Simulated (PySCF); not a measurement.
Vertical excitations of a molecule C3H10FNSi from TDA-PBE/def2-SVPD (PySCF), as energy in eV (oscillator strength): 5.48 (0.011), 5.98 (0.009), 6.45 (0.014), 6.67 (0.018), 6.85 (0.027), 6.91 (0.012). Lowest triplet (TDA): 5.21 eV. Geometry optimised at B3LYP-D3(BJ)/def2-SVP. Other conformers were not sampled.

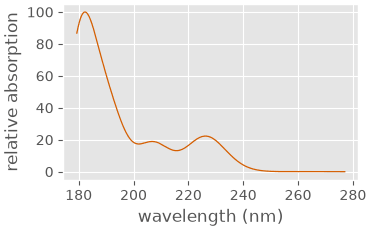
*The lines broadened by 0.4 eV.*

Q: Pick the molecule that these values belong to.
A) NCC[C@H](F)[SiH3]
B) CNC[Si@H](C)F
C) CC(C)(F)[SiH2]N
D) C[Si](C)(F)CN

A: C, CC(C)(F)[SiH2]N
